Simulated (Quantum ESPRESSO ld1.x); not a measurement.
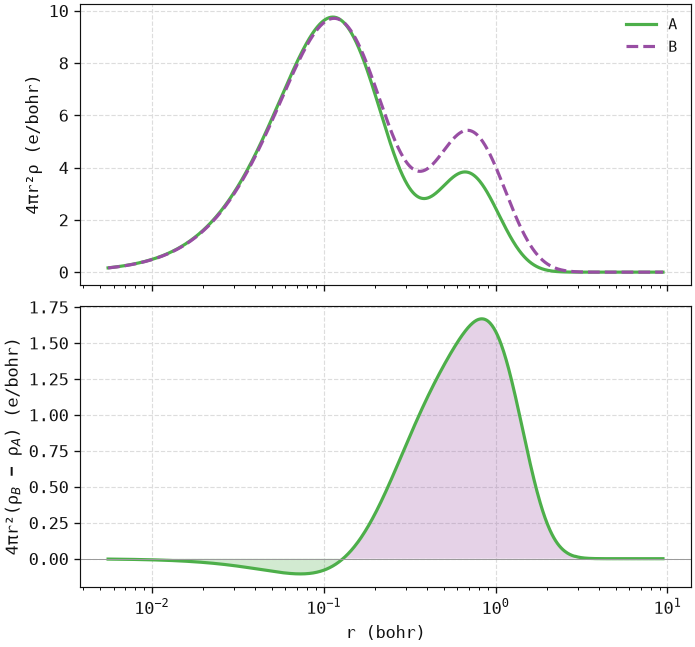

Two charge states of fluorine were computed: F²⁺ in [He] 2s2 2p3 (high spin); F⁴⁺ in [He] 2s2 2p1 (high spin). Method: scalar-relativistic Kohn-Sham, LDA (Slater exchange, VWN5 correlation), spin-polarised, spherical densities, point nucleus; computed with Quantum ESPRESSO ld1.x 7.5.

The plot shows both radial densities and the radial density of run B less that of run A; on the logarithmic r axis, areas aren't charges.

> Assign A and B and describe the change of the density.

A is F⁴⁺ in [He] 2s2 2p1 (high spin); B is F²⁺ in [He] 2s2 2p3 (high spin). B holds 2.0 electrons more than A where the difference is positive (most at r = 0.83 bohr) and hardly less anywhere, a net change of +2. The energy of B less that of A is −151.0 eV.
